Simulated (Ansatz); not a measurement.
## Electronic structure of Cl4Si···H3Si (doublet) in real space

```xyz
9

Cl   -0.6831    0.3828    0.4482
Si    1.9410   -2.4686    0.1329
Si   -1.4354    2.2594    0.4757
Cl   -0.2065    3.4619    1.5391
Cl   -1.5856    2.9541   -1.4171
Cl   -3.2658    2.2386    1.3333
H     0.8491   -3.4179   -0.4144
H     2.4007   -1.7571   -1.1183
H     1.9855   -3.6530   -0.9796
```

A transition-state structure; geometry: PBE0-D4/def2-TZVP.

Theory: UKS PBE0-D4/def2-TZVPP (Ansatz 0.2.0).

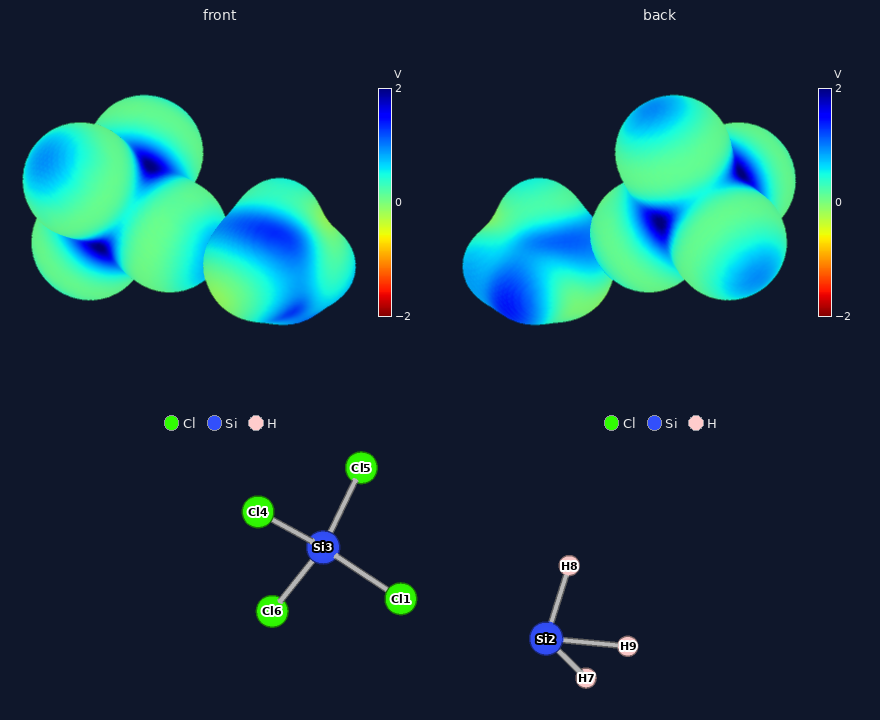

Figure 1. The electrostatic potential painted on the density surface at 0.004 e/bohr³, seen from the front and from behind; the colour scale runs from red (negative) to blue (positive). The bare structure is drawn below in the same view.

### Which sites attract a positive test charge, and which a negative one?

A positive charge is drawn to the negative regions and a negative charge to the positive ones. The most negative region (about −0.1 V) lies over H8, the most positive (about +1.9 V, or +44 kcal/mol for a unit charge) over Si3. Cl4 shows a σ-hole: about +0.9 V, or +21 kcal/mol for a unit charge at the tip opposite its bond, against about +0.1 V on its flanks. Cl5 shows a σ-hole: about +0.9 V, or +21 kcal/mol for a unit charge at the tip opposite its bond, against about +0.1 V on its flanks. Cl6 shows a σ-hole: about +0.9 V, or +21 kcal/mol for a unit charge at the tip opposite its bond, against about +0.1 V on its flanks.

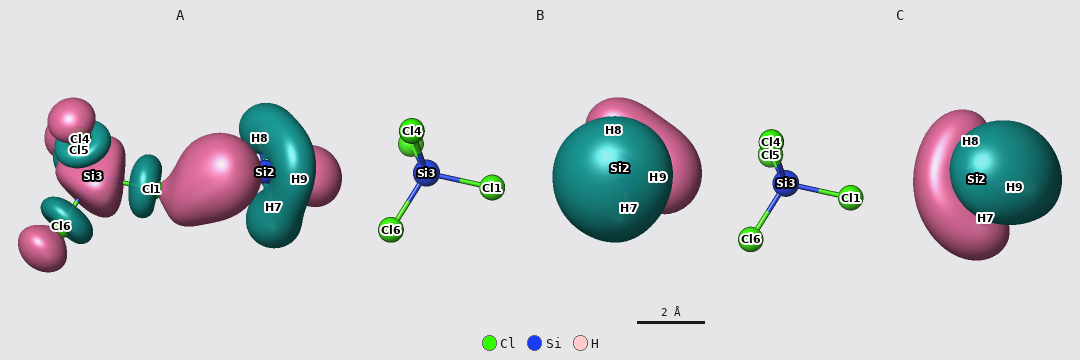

Figure 2. Three frontier orbitals at ±0.06 Å⁻³ᐟ² (teal and pink are the two phases), in no order.

### Which picture is the HOMO−1, the HOMO and the LUMO? All are α orbitals.

B is the HOMO−1 (α) (−7.78 eV). It lies mainly on Si2 (about 70 %), H9 (about 15 %) and H8 (about 5 %). C is the HOMO (α) (−7.02 eV). By Hirshfeld shares it lies mainly on Si2 (about 65 %), H7 (about 15 %), H9 (about 15 %) and H8 (about 10 %). A is the LUMO (α) (−0.84 eV). Its weight (Hirshfeld) is mainly on Si2 (about 30 %), Si3 (about 15 %), Cl1 (about 15 %), H9 (about 10 %), Cl6 (about 10 %) and Cl5 (about 10 %).

### What is the gap between the highest occupied and lowest empty α orbitals?

6.18 eV between the orbital energies.

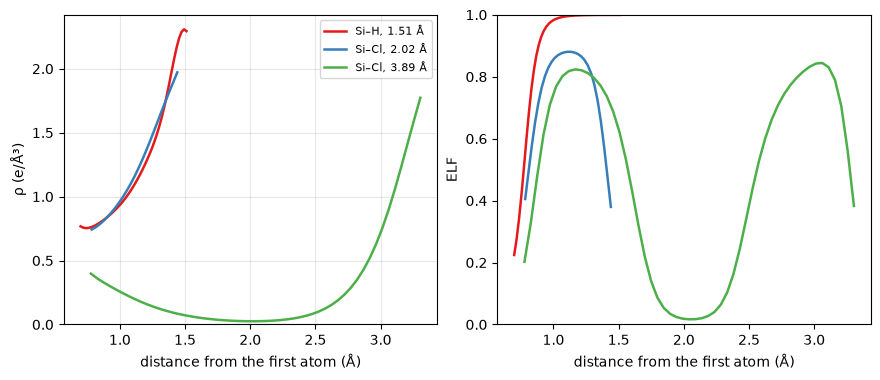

Figure 3. Total electron density and ELF along straight lines between neighbouring atoms. The curves leave out the atomic cores.

### What can be read from the curves?

Si–H (1.51 Å): ρ at the midpoint is about 0.75 e/Å³; the ELF climbs to about 1 towards the hydrogen, as it does in any bond to H.
Si–Cl (2.02 Å): the density is about 0.98 e/Å³ at the midpoint; the ELF peaks at about 0.90 between the atoms; a polar covalent bond.
Si2···Cl1 (3.89 Å): the density falls to about 0.03 e/Å³ on the way; the ELF dips to about 0 between them: a non-bonded, intermolecular contact.

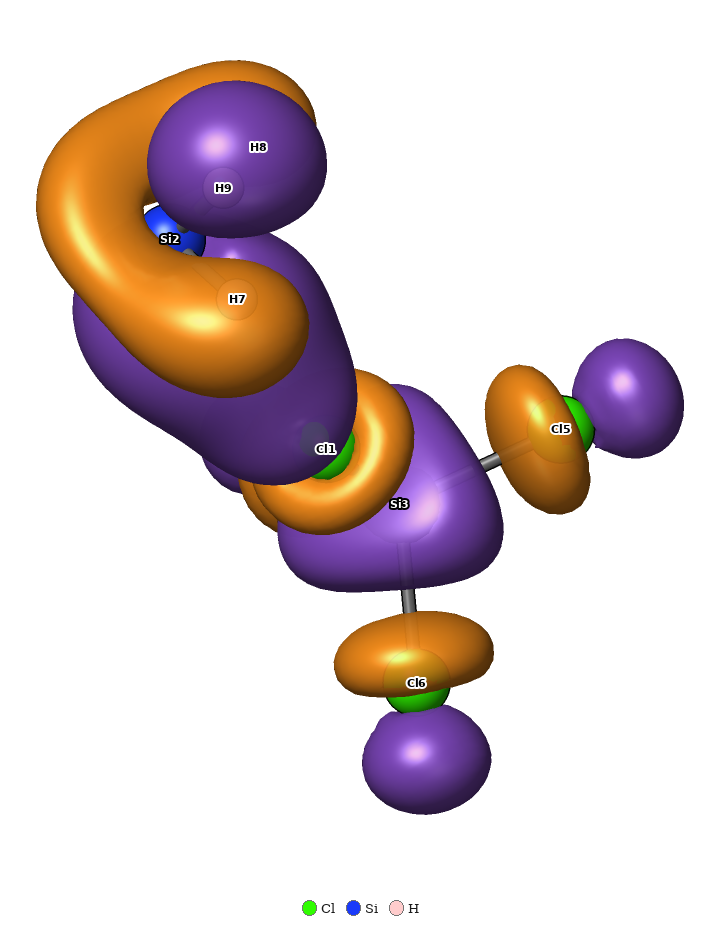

Figure 4. The LUMO (α) at ±0.08 Å⁻³ᐟ² (orange and purple are the two phases), seen at an oblique angle.

### Describe this orbital and give its energy.

It lies mainly on Si2 (about 30 %), Si3 (about 15 %), Cl1 (about 15 %), H9 (about 10 %), Cl6 (about 10 %) and Cl5 (about 10 %). Its energy is −0.84 eV.
